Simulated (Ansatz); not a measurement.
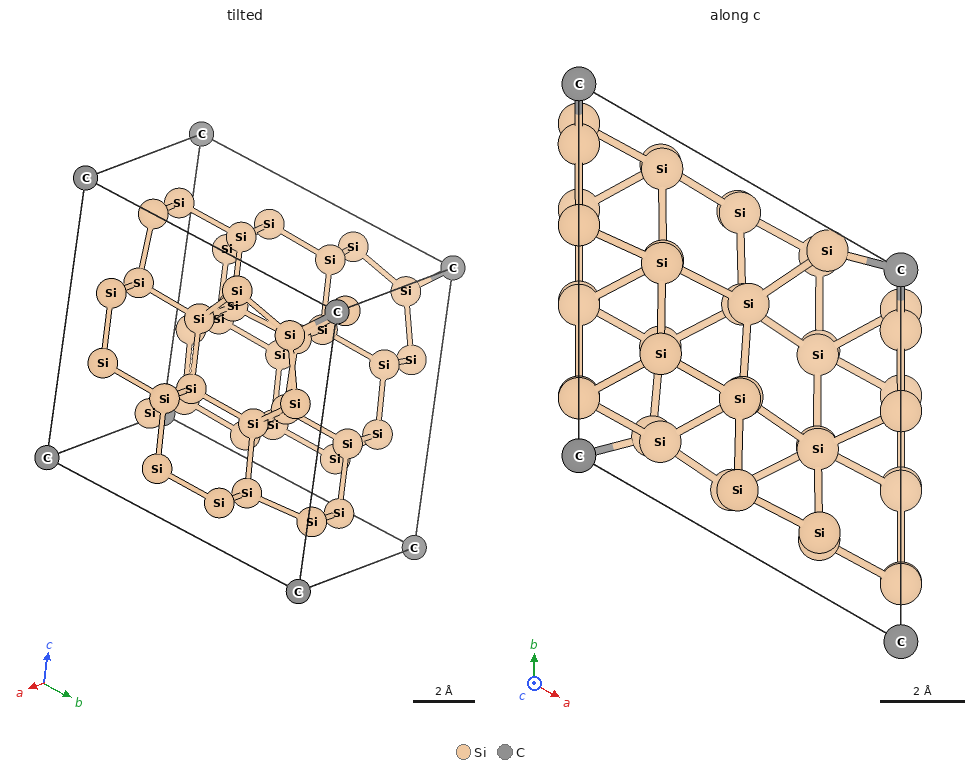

Ball-and-stick model, viewed slightly off an axis and along the c axis. The outline marks the simulation cell.

Explain the picture.

- Formula: Si$_{32}$C.
- Counting shared atoms by their share gives 32 Si, 1 C, or 33 atoms.
- Around each C lie three Si at about 1.8 to 1.9 Å.
- The bonds build a three-dimensional framework.

The structure comes from a structure listed in the Materials Project, repeated into a supercell with a point defect put in. The atoms were relaxed in a fixed cell with DFT PBE, scalar-relativistic, plane waves, PAW (Ansatz 0.2.0).
